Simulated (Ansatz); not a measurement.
# Calculations on CH5ClSn

## 1. Relaxation

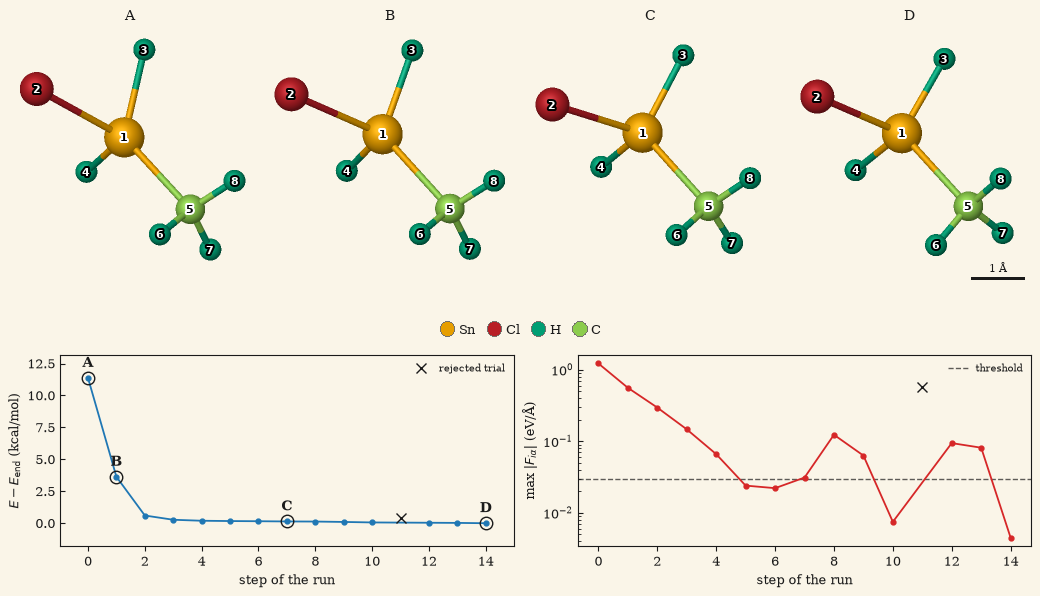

Frames of a relaxation of CH$_{5}$ClSn, marked on the history of the run. Style: ball-and-stick. Shown from a free direction.

The run prepares an end point of a later path (reaction) calculation, from a guessed geometry.

Method: RKS BHLYP-D4/def2-SVP (Ansatz 0.2.0). Set-up: no spin polarisation; force threshold 0.03 eV/Å; at most 50 steps.

### What happens along the run?

The largest move after the best rigid fit is that of H3, 0.61 Å. Largest moves by element: H 0.61 Å, Cl 0.24 Å, Sn 0.10 Å, C 0.07 Å. Among the contacts that change: Sn1–Cl2 2.385 → 2.365 Å, Sn1–H3 1.712 → 1.704 Å. Bond angles that change, for instance: Cl2–Sn1–H3 77.5° → 105.9°, H3–Sn1–C5 119.8° → 113.4°, H3–Sn1–H4 117.7° → 111.8°. Groups turn about Sn1–C5 by about 30°. The energy falls by 11.4 kcal/mol in 13 accepted moves (14 points after the start). Largest force component: 1.2 eV/Å at the start, 0.0045 eV/Å at the end. The line search rejected the trial step at point 11 of the run. The forces were under the threshold at step 5, but the run went on from there. From step 0 to 1: H3 moves most (0.19 Å), energy −7.74 kcal/mol. From step 1 to 7: H3 moves most (0.30 Å), energy −3.49 kcal/mol. From step 7 to 14: H atoms move most (0.29 Å), energy −0.14 kcal/mol.

| step | E − E(0), kcal/mol | largest force component, eV/Å | note |
| --- | --- | --- | --- |
| 0 | 0.00 | 1.2222 |  |
| 1 | -7.74 | 0.5590 |  |
| 2 | -10.77 | 0.2957 |  |
| 3 | -11.10 | 0.1469 |  |
| 4 | -11.18 | 0.0661 |  |
| 5 | -11.20 | 0.0240 |  |
| 6 | -11.21 | 0.0221 |  |
| 7 | -11.23 | 0.0311 |  |
| 8 | -11.24 | 0.1233 |  |
| 9 | -11.27 | 0.0631 |  |
| 10 | -11.31 | 0.0075 |  |
| 11 | -10.94 | 0.5691 | rejected |
| 12 | -11.33 | 0.0943 |  |
| 13 | -11.34 | 0.0813 |  |
| 14 | -11.37 | 0.0045 |  |

## 2. Relaxation

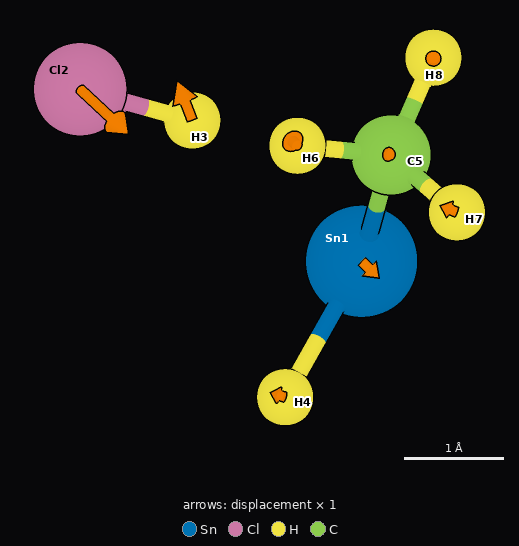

This is a relaxation of CH₅ClSn. The starting structure is drawn; orange arrows show the displacements, at their true length. The two geometries are superimposed by the best rigid fit.

The picture is a ball-and-stick view, seen from a free direction.

The run prepares an end point of a later path (reaction) calculation, from a guessed geometry.

All numbers below come from RKS BHLYP-D4/def2-SVP in Ansatz 0.2.0. Settings: no spin polarisation; force threshold 0.03 eV/Å; at most 50 steps.

### Atoms of which element are displaced furthest, and by how much?

Chlorine: up to 0.84 Å, against 0.45 Å for hydrogen.

### Describe the change and its energy.

The energy falls by 3.82 kcal/mol in 10 accepted moves (12 points after the start). Largest force component: 1.3 eV/Å at the start, 0.028 eV/Å at the end. The line search rejected the trial steps at points 2, 6 of the run. The largest move after the best rigid fit is that of Cl2, 0.84 Å. By element the largest moves are Cl 0.84 Å, H 0.45 Å, Sn 0.26 Å, C 0.13 Å. Near-neighbour distances that change, for instance: Sn1–Cl2 3.605 → 3.052 Å, Cl2–H3 1.328 → 1.282 Å, Sn1–C5 2.196 → 2.210 Å, Sn1–H4 1.769 → 1.776 Å. Among the angles between lasting bonds that change: Sn1–C5–H6 109.5° → 111.7°.

Limits of the set-up: the start holds two separate molecules, 2.9 Å apart at their closest, whose relative position is a soft coordinate.

## 3. Path

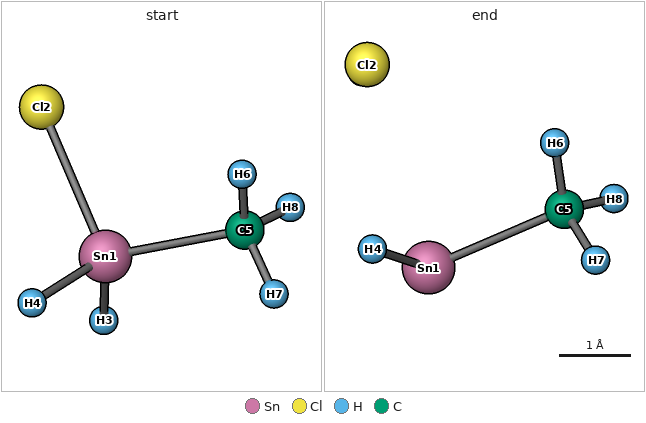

The two relaxed end points of a path for CH$_{5}$ClSn. Style: ball-and-stick. Shown at a tilt.

Theory: Ansatz, RKS BHLYP-D4/def2-SVP.

Run with 5 movable images; climbing image; force threshold 0.05 eV/Å; iteration limit 60.

Start:
```xyz
8

Sn    0.2511   -0.0019   -0.0135
Cl    0.8150   -0.3493    2.2567
H     1.7309    0.1523   -0.8432
H    -0.6506    1.4429   -0.0516
C    -0.8807   -1.7156   -0.6095
H    -1.6644   -1.9025    0.1260
H    -1.3371   -1.5446   -1.5867
H    -0.2265   -2.5869   -0.6648
```

End:
```xyz
8

Sn   -0.0736    0.2962   -1.0960
Cl    1.4059   -0.0968    1.5443
H     2.5834   -0.1807    1.0452
H    -1.2530    1.1500   -0.0798
C    -1.0190   -1.6688   -0.7378
H    -1.2368   -1.8262    0.3218
H    -1.9726   -1.6913   -1.2788
H    -0.3966   -2.4880   -1.1054
```

What barrier does the band find between them, and by what path?

The energy climbs by 222.9 kJ/mol to image 4 and then falls by 80.0 kJ/mol, so the end point sits at +142.9 kJ/mol. A hydrogen atom shifts from one atom to another. Breaking: Sn1–H3 (1.70 → 1.81 at the top → 3.45 Å). Forming: Cl2–H3 (3.27 → 1.69 at the top → 1.28 Å). The band is converged. At the top, the vibrational analysis gives one imaginary mode (1147i cm⁻¹), as a transition state must have.

Energies of the converged images:

```
image  path (Å)  E (kJ/mol)
    0      0.00         0.0
    1      0.54         0.6
    2      1.08        24.5
    3      1.62       125.0
    4      2.16       222.9
    5      2.90       154.1
    6      3.65       142.9
```

The geometry at the top of the path:

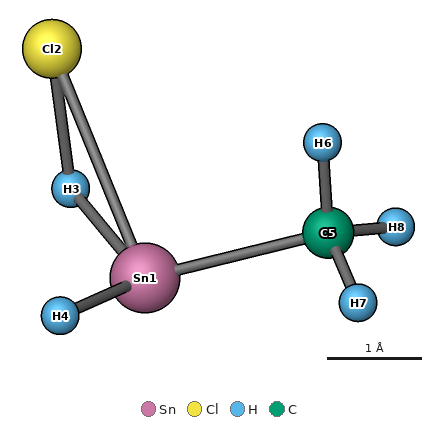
